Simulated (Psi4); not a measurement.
Single-point calculation of CHF₂S

- system: CHF₂S, multiplicity 2, SMILES F[C](F)S
- method: PBE0/cc-pVQZ, UKS (Psi4 1.11)

The geometry comes from this level: GFN2-xTB.

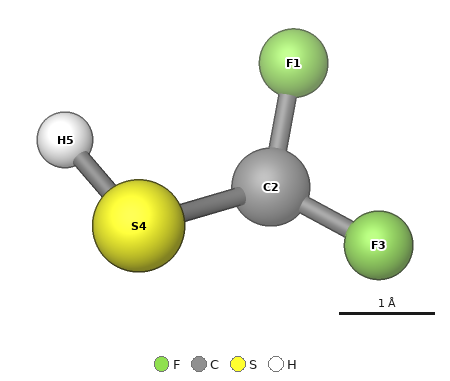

Fig. 1: The input geometry (ball-and-stick view, seen at a tilt; atoms are numbered from 1 in the order of the input). Bond lengths as drawn: C–F 1.33 to 1.34 Å, C–S 1.75 Å and H–S 1.34 Å.

## The input (chf2s.py)
```python
import psi4

psi4.set_memory(1600000000)
psi4.set_num_threads(1)
psi4.set_output_file('run.log', False)

geom = psi4.geometry("""
0 2
F      1.059930     0.084330     0.946710
C      0.237900    -0.492110     0.056920
F     -0.201370    -1.651490     0.543360
S     -0.976730     0.526160    -0.679570
H     -0.119740     1.533120    -0.867410
symmetry c1
""")

options = {'basis': 'cc-pVQZ', 'reference': 'uks', 'puream': True, 'scf_type': 'df', 'dft_radial_points': 99, 'dft_spherical_points': 590, 'maxiter': 150}
psi4.set_options(options)

energy_value = psi4.energy("pbe0", molecule=geom)
print(f'total energy {energy_value:.8f} hartree = {energy_value * 27.211386:.5f} eV')
```

Command:
```bash
python chf2s.py
```

## The program's output
```
:20:15:11,33 INFO     [psi4.driver.task_planner:259] PLANNING Atomic:  keywords={'DFT_RADIAL_POINTS': 99, 'DFT_SPHERICAL_POINTS': 590, 'MAXITER': 150, 'PUREAM': 1, 'REFERENCE': 'UKS', 'SCF_TYPE': 'DF', 'function_kwargs': {}}
:20:15:11,37 INFO     [psi4.driver.driver:531] Compute energy(): method=pbe0, basis=cc-pvqz, molecule=default, nre=160.36433105678339

    h
    h
    h

    -----------------------------------------------------------------------

    Memory:     1.5 GiB
    Threads:    1
                ecpint, einsums, f̶o̶r̶t̶e̶, gauxc, gcp, g̶d̶m̶a̶, geometric, g̶p̶u̶_̶d̶f̶c̶c̶,
                i̶n̶t̶e̶g̶r̶a̶t̶o̶r̶x̶x̶, i̶p̶i̶, libefp, m̶d̶i̶, m̶p̶2̶d̶, m̶r̶c̶c̶, ooo,
                o̶p̶e̶n̶f̶e̶r̶m̶i̶o̶n̶p̶s̶i̶4̶, pcmsolver, p̶s̶i̶4̶f̶o̶c̶k̶c̶i̶, p̶s̶i̶x̶a̶s̶,
                p̶y̶e̶i̶n̶s̶u̶m̶s̶, r̶e̶s̶p̶, s̶i̶m̶i̶n̶t̶, s̶n̶s̶m̶p̶2̶,
                v̶2̶r̶d̶m̶_̶c̶a̶s̶s̶c̶f̶

   => Loading Basis Set <=

    Name: CC-PVQZ
    Role: ORBITAL
    Keyword: BASIS

         ---------------------------------------------------------
                                   SCF
                              UKS Reference
                        1 Threads,   1525 MiB Core
         ---------------------------------------------------------

  ==> Geometry <==

    Molecular point group: c1
    Full point group: C1

    Geometry (in Angstrom), charge = 0, multiplicity = 2:

       Center              X                  Y                   Z               Mass
    ------------   -----------------  -----------------  -----------------  -----------------
         F            1.206750597305     0.292958630564     0.869694012542    18.998403162730
         C            0.384720597305    -0.283481369436    -0.020095987458    12.000000000000
         F           -0.054549402695    -1.442861369436     0.466344012542    18.998403162730
         S           -0.829909402695     0.734788630564    -0.756585987458    31.972071174400
         H            0.027080597305     1.741748630564    -0.944425987458     1.007825032230

  Running in c1 symmetry.

  Rotational constants: A =      0.34920  B =      0.16077  C =      0.11219 [cm^-1]
  Rotational constants: A =  10468.69772  B =   4819.64215  C =   3363.50448 [MHz]
  Nuclear repulsion =  160.364331056783385

  Charge       = 0
  Multiplicity = 2
  Electrons    = 41
  Nalpha       = 21
  Nbeta        = 20

  ==> Algorithm <==

  SCF Algorithm Type is DF.
  DIIS enabled.
  MOM disabled.
  Fractional occupation disabled.
  Guess Type is SAD.
  Energy threshold   = 1.00e-06
  Density threshold  = 1.00e-06
  Integral threshold = 1.00e-12

  ==> Primary Basis <==

  Basis Set: CC-PVQZ
    Blend: CC-PVQZ
    Number of shells: 72
    Number of basis functions: 254
    Number of Cartesian functions: 319
    Spherical Harmonics?: true
    Max angular momentum: 4

  ==> DFT Potential <==

   => LibXC <=

    Version 7.1.2

   => Composite Functional: PBE0 <=

    PBE0 Hyb-GGA Exchange-Correlation Functional

    Deriv               =              1
    GGA                 =           TRUE
    Meta                =          FALSE

    Exchange Hybrid     =           TRUE
    MP2 Hybrid          =          FALSE

   => Exchange Functionals <=

    0.7500   Perdew, Burke & Ernzerhof

   => Exact (HF) Exchange <=

    0.2500               HF

   => Correlation Functionals <=

    1.0000   Perdew, Burke & Ernzerhof

   => LibXC Density Thresholds  <==

    XC_HYB_GGA_XC_PBEH:  1.00E-15

   => Molecular Quadrature <=

    Radial Scheme          =       TREUTLER
    Pruning Scheme         =           NONE
    Nuclear Scheme         =       TREUTLER

    Blocking Scheme        =         OCTREE
    BS radius alpha        =              1
    Pruning alpha          =              1
    Radial Points          =             99
    Spherical Points       =            590
    Total Points           =         280123
    Total Blocks           =           2092
    Max Points             =            256
    Max Functions          =            248
    Weights Tolerance      =       1.00E-15

   => Loading Basis Set <=

    Name: (CC-PVQZ AUX)
    Role: JKFIT
    Keyword: DF_BASIS_SCF

  ==> Integral Setup <==

  DFHelper Memory: AOs need 0.259 GiB; user supplied 0.259 GiB.
  SCF_SUBTYPE=INCORE selected. In-core MEM_DF algorithm will be used.
  Using in-core AOs.

  ==> MemDFJK: Density-Fitted J/K Matrices <==

    J tasked:                   Yes
    K tasked:                   Yes
    wK tasked:                   No
    Memory [MiB]:               264
    Algorithm:                 Core
    Schwarz Cutoff:           1E-12
    Mask sparsity (%):       3.2581
    Fitting Condition:        1E-10

   => Auxiliary Basis Set <=

  Basis Set: (CC-PVQZ AUX)
    Blend: CC-PVQZ-JKFIT
    Number of shells: 137
    Number of basis functions: 517
    Number of Cartesian functions: 683
    Spherical Harmonics?: true
    Max angular momentum: 5

  Cached 50.0% of DFT collocation blocks in 0.745 [GiB].

  Minimum eigenvalue in the overlap matrix is 3.0672103109E-04.
  Reciprocal condition number of the overlap matrix is 4.9610703352E-05.
    Using symmetric orthogonalization.

  ==> Pre-Iterations <==

  SCF Guess: Superposition of Atomic Densities via on-the-fly atomic UHF (no occupation information).

   -------------------------
    Irrep   Nso     Nmo
   -------------------------
     A        254     254
   -------------------------
    Total     254     254
   -------------------------

  ==> Iterations <==

                           Total Energy        Delta E     RMS |[F,P]|

   @DF-UKS iter SAD:  -636.03452008555303   -6.36035e+02   0.00000e+00
   @DF-UKS iter   1:  -636.22007100450446   -1.85551e-01   1.62763e-03 ADIIS/DIIS
   @DF-UKS iter   2:  -636.22910021827795   -9.02921e-03   1.59307e-03 ADIIS/DIIS
   @DF-UKS iter   3:  -636.27394370896855   -4.48435e-02   3.23618e-04 ADIIS/DIIS
   @DF-UKS iter   4:  -636.27606092529118   -2.11722e-03   6.59818e-05 DIIS
   @DF-UKS iter   5:  -636.27622193974514   -1.61014e-04   2.95611e-05 DIIS
   @DF-UKS iter   6:  -636.27625556781618   -3.36281e-05   1.17273e-05 DIIS
   @DF-UKS iter   7:  -636.27626165010304   -6.08229e-06   4.32143e-06 DIIS
   @DF-UKS iter   8:  -636.27626252875837   -8.78655e-07   1.66566e-06 DIIS
   @DF-UKS iter   9:  -636.27626266909920   -1.40341e-07   6.37427e-07 DIIS
  Energy and wave function converged.

  ==> Post-Iterations <==

   Electrons on quadrature grid:
      Nalpha   =   21.0000000350 ; deviation = 3.500e-08
      Nbeta    =   20.0000000907 ; deviation = 9.067e-08
      Ntotal   =   41.0000001257 ; deviation = 1.257e-07

   @Spin Contamination Metric:   4.793600537E-03
   @S^2 Expected:                7.500000000E-01
   @S^2 Observed:                7.547936005E-01
   @S   Expected:                5.000000000E-01
   @S   Observed:                5.000000000E-01

    Orbital Energies [Eh]
    ---------------------

    Alpha Occupied:

       1A    -89.095861     2A    -24.816944     3A    -24.810994
       4A    -10.420868     5A     -8.053338     6A     -5.991242
       7A     -5.987919     8A     -5.983135     9A     -1.327906
      10A     -1.268762    11A     -0.840728    12A     -0.694634
      13A     -0.604095    14A     -0.565425    15A     -0.558646
      16A     -0.483899    17A     -0.464893    18A     -0.450327
      19A     -0.414752    20A     -0.330460    21A     -0.232290

    Alpha Virtual:

      22A     -0.009959    23A      0.030619    24A      0.092146
      25A      0.110324    26A      0.151423    27A      0.167278
      28A      0.191484    29A      0.203800    30A      0.222125
      31A      0.246219    32A      0.262215    33A      0.281183
      34A      0.302473    35A      0.338053    36A      0.350433
      37A      0.380064    38A      0.454673    39A      0.475162
      40A      0.514721    41A      0.547048    42A      0.596828
      43A      0.606684    44A      0.625726    45A      0.644477
      46A      0.679158    47A      0.685225    48A      0.731054
      49A      0.769930    50A      0.774571    51A      0.818960
      52A      0.857540    53A      0.878595    54A      0.997673
      55A      1.005334    56A      1.030213    57A      1.050208
      58A      1.064145    59A      1.097337    60A      1.128108
      61A      1.152465    62A      1.174243    63A      1.194651
      64A      1.216532    65A      1.238821    66A      1.279178
      67A      1.282787    68A      1.321141    69A      1.378227
      70A      1.390399    71A      1.421009    72A      1.453636
      73A      1.514416    74A      1.545869    75A      1.581782
      76A      1.643842    77A      1.677949    78A      1.690676
      79A      1.749683    80A      1.786294    81A      1.791181
      82A      1.869613    83A      1.898673    84A      1.909906
      85A      1.955953    86A      2.008293    87A      2.038620
      88A      2.059754    89A      2.072956    90A      2.149468
      91A      2.185886    92A      2.242604    93A      2.259982
      94A      2.313037    95A      2.342039    96A      2.353573
      97A      2.378413    98A      2.416804    99A      2.483894
     100A      2.513548   101A      2.597935   102A      2.607214
     103A      2.647030   104A      2.768289   105A      2.952906
     106A      3.019697   107A      3.038352   108A      3.045158
     109A      3.058315   110A      3.074030   111A      3.086544
     112A      3.121790   113A      3.161268   114A      3.191396
     115A      3.242988   116A      3.263733   117A      3.278236
     118A      3.315247   119A      3.338227   120A      3.371915
     121A      3.403460   122A      3.506322   123A      3.552967
     124A      3.600144   125A      3.677962   126A      3.749598
     127A      3.807480   128A      3.960078   129A      3.987805
     130A      4.030390   131A      4.035489   132A      4.074717
     133A      4.111430   134A      4.132032   135A      4.157307
     136A      4.189360   137A      4.197000   138A      4.260411
     139A      4.275625   140A      4.346840   141A      4.473604
     142A      4.491004   143A      4.504793   144A      4.538103
     145A      4.627568   146A      4.804732   147A      4.880268
     148A      4.887363   149A      4.966708   150A      5.059513
     151A      5.073228   152A      5.110973   153A      5.129703
     154A      5.147975   155A      5.262903   156A      5.360695
     157A      5.375605   158A      5.418691   159A      5.476268
     160A      5.523039   161A      5.571948   162A      5.599374
     163A      5.620482   164A      5.685436   165A      5.714340
     166A      5.778078   167A      5.796304   168A      5.845839
     169A      5.878675   170A      5.937774   171A      6.001042
     172A      6.017606   173A      6.144967   174A      6.220740
     175A      6.263013   176A      6.298540   177A      6.338544
     178A      6.437126   179A      6.519561   180A      6.547010
     181A      6.603208   182A      6.771867   183A      6.851674
     184A      6.961836   185A      6.983371   186A      7.085562
     187A      7.115526   188A      7.137821   189A      7.214210
     190A      7.394733   191A      7.637832   192A      7.845258
     193A      7.952147   194A      7.989865   195A      8.007569
     196A      8.183388   197A      8.315561   198A      8.452812
     199A      8.493594   200A      8.683391   201A      9.015437
     202A     10.280062   203A     11.371099   204A     11.371717
     205A     11.373538   206A     11.374337   207A     11.377756
     208A     11.378101   209A     11.389661   210A     11.425856
     211A     11.548462   212A     11.572726   213A     11.652446
     214A     11.779253   215A     11.838876   216A     11.916501
     217A     11.970365   218A     11.976743   219A     12.114761
     220A     12.149752   221A     12.558069   222A     12.562395
     223A     12.626980   224A     12.701812   225A     13.509207
     226A     13.597050   227A     14.553067   228A     14.557487
     229A     14.562622   230A     14.574127   231A     14.769734
     232A     14.787132   233A     14.892827   234A     14.944292
     235A     15.214791   236A     15.422603   237A     15.466837
     238A     15.567094   239A     15.584464   240A     15.734048
     241A     15.803199   242A     15.835875   243A     15.868672
     244A     15.880969   245A     16.127549   246A     16.137615
     247A     16.207870   248A     16.239852   249A     16.693624
     250A     16.729174   251A     19.138175   252A     22.493297
     253A     52.914498   254A     53.032422

    Beta Occupied:

       1A    -89.094940     2A    -24.813866     3A    -24.807696
       4A    -10.404857     5A     -8.052358     6A     -5.989995
       7A     -5.986881     8A     -5.981082     9A     -1.319340
      10A     -1.261758    11A     -0.830133    12A     -0.679837
      13A     -0.596798    14A     -0.555359    15A     -0.527188
      16A     -0.470372    17A     -0.458351    18A     -0.445779
      19A     -0.403076    20A     -0.311792

    Beta Virtual:

      21A     -0.063219    22A     -0.005287    23A      0.039385
      24A      0.103241    25A      0.121819    26A      0.155167
      27A      0.171445    28A      0.197046    29A      0.221678
      30A      0.237188    31A      0.254675    32A      0.276787
      33A      0.288941    34A      0.309451    35A      0.349630
      36A      0.361853    37A      0.387621    38A      0.463629
      39A      0.481153    40A      0.518347    41A      0.554964
      42A      0.602025    43A      0.613086    44A      0.628069
      45A      0.647613    46A      0.687683    47A      0.690088
      48A      0.739416    49A      0.777947    50A      0.784446
      51A      0.827753    52A      0.860526    53A      0.886613
      54A      1.002764    55A      1.009790    56A      1.036653
      57A      1.059172    58A      1.068964    59A      1.102603
      60A      1.132492    61A      1.166668    62A      1.177449
      63A      1.204590    64A      1.228790    65A      1.257068
      66A      1.284152    67A      1.291824    68A      1.327713
      69A      1.393249    70A      1.409560    71A      1.428946
      72A      1.457293    73A      1.520271    74A      1.554775
      75A      1.592440    76A      1.653466    77A      1.696884
      78A      1.706900    79A      1.762665    80A      1.797995
      81A      1.806709    82A      1.893582    83A      1.911756
      84A      1.924208    85A      1.970620    86A      2.028116
      87A      2.044900    88A      2.069693    89A      2.083511
      90A      2.158772    91A      2.189358    92A      2.249721
      93A      2.275755    94A      2.324154    95A      2.356462
      96A      2.367911    97A      2.385553    98A      2.430694
      99A      2.499564   100A      2.521654   101A      2.602256
     102A      2.616099   103A      2.648790   104A      2.776148
     105A      2.965998   106A      3.025773   107A      3.044520
     108A      3.049625   109A      3.063278   110A      3.081514
     111A      3.092915   112A      3.128153   113A      3.170097
     114A      3.194704   115A      3.246748   116A      3.270882
     117A      3.287057   118A      3.320043   119A      3.348587
     120A      3.378713   121A      3.409694   122A      3.514113
     123A      3.558630   124A      3.604783   125A      3.683553
     126A      3.764275   127A      3.809876   128A      3.963400
     129A      3.993225   130A      4.032274   131A      4.040338
     132A      4.082036   133A      4.117432   134A      4.135432
     135A      4.162833   136A      4.197422   137A      4.199934
     138A      4.270836   139A      4.287695   140A      4.362692
     141A      4.483835   142A      4.506936   143A      4.518887
     144A      4.545386   145A      4.633438   146A      4.812687
     147A      4.893513   148A      4.897372   149A      4.978636
     150A      5.072487   151A      5.086375   152A      5.121804
     153A      5.141113   154A      5.162039   155A      5.279870
     156A      5.382196   157A      5.388593   158A      5.443671
     159A      5.493877   160A      5.553610   161A      5.580568
     162A      5.619647   163A      5.639384   164A      5.711940
     165A      5.741993   166A      5.787947   167A      5.805224
     168A      5.869499   169A      5.890315   170A      5.948778
     171A      6.042144   172A      6.057986   173A      6.196243
     174A      6.229547   175A      6.295213   176A      6.332881
     177A      6.347733   178A      6.442796   179A      6.553546
     180A      6.563224   181A      6.620884   182A      6.779270
     183A      6.853028   184A      6.967847   185A      7.002922
     186A      7.107775   187A      7.124130   188A      7.156901
     189A      7.243773   190A      7.409153   191A      7.638597
     192A      7.861878   193A      7.952881   194A      7.991093
     195A      8.008543   196A      8.188024   197A      8.328763
     198A      8.461883   199A      8.494294   200A      8.687702
     201A      9.015934   202A     10.280814   203A     11.374371
     204A     11.375779   205A     11.378126   206A     11.378407
     207A     11.382698   208A     11.382957   209A     11.393441
     210A     11.429163   211A     11.551419   212A     11.576037
     213A     11.655795   214A     11.783808   215A     11.843734
     216A     11.923455   217A     11.974337   218A     11.983031
     219A     12.116981   220A     12.151941   221A     12.567573
     222A     12.572028   223A     12.629214   224A     12.704111
     225A     13.512711   226A     13.600940   227A     14.560718
     228A     14.565533   229A     14.570249   230A     14.581962
     231A     14.775916   232A     14.793551   233A     14.899030
     234A     14.950229   235A     15.218597   236A     15.431235
     237A     15.473232   238A     15.571436   239A     15.586942
     240A     15.737026   241A     15.812230   242A     15.845601
     243A     15.878002   244A     15.889043   245A     16.138481
     246A     16.146838   247A     16.209743   248A     16.241318
     249A     16.699255   250A     16.733539   251A     19.140779
     252A     22.511768   253A     52.917774   254A     53.035692

    Final Occupation by Irrep:
              A
    DOCC [    20 ]
    SOCC [     1 ]
    NA   [    21 ]
    NB   [    20 ]

  @DF-UKS Final Energy:  -636.27626266909920

   => Energetics <=

    Nuclear Repulsion Energy =            160.3643310567833851
    One-Electron Energy =               -1198.9586897153731115
    Two-Electron Energy =                 441.6651192688247534
    DFT Exchange-Correlation Energy =     -39.3470232793341310
    Empirical Dispersion Energy =           0.0000000000000000
    VV10 Nonlocal Energy =                  0.0000000000000000
    Total Energy =                       -636.2762626690990828

  UHF NO Occupations:
  HONO-2 :   19  A 1.9996379
  HONO-1 :   20  A 1.9983898
  HONO-0 :   21  A 1.0000000
  LUNO+0 :   22  A 0.0016102
  LUNO+1 :   23  A 0.0003621
  LUNO+2 :   24  A 0.0001410
  LUNO+3 :   25  A 0.0001050

Computation Completed

Properties will be evaluated at   0.000000,   0.000000,   0.000000 [a0]

Properties computed using the SCF density matrix

 Multipole Moments:

 ------------------------------------------------------------------------------------
     Multipole            Electronic (a.u.)      Nuclear  (a.u.)        Total (a.u.)
 ------------------------------------------------------------------------------------

 L = 1.  Multiply by 2.5417464519 to convert [e a0] to [Debye]
 Dipole X            :          1.0250481           -1.0834471           -0.0583990
 Dipole Y            :         -2.2343470            2.7369921            0.5026451
 Dipole Z            :          1.8385463           -2.1656932           -0.3271469
 Magnitude           :                                                    0.6025675

 ------------------------------------------------------------------------------------

	total time  =         68 seconds =       1.13 minutes
```

## Standard output
```
total energy -636.27626267 hartree = -17313.95899 eV
```

## Results in brief

- outcome: converged
- total energy: −636.276263 hartree
- basis functions: 254
- ⟨S²⟩: 0.755
- dipole moment: 1.53 D
- hardware: 1 thread of AMD EPYC (Zen 3), 64 GiB of memory available, shared host
- wall time: 71 s
- peak memory: 1.3 GiB
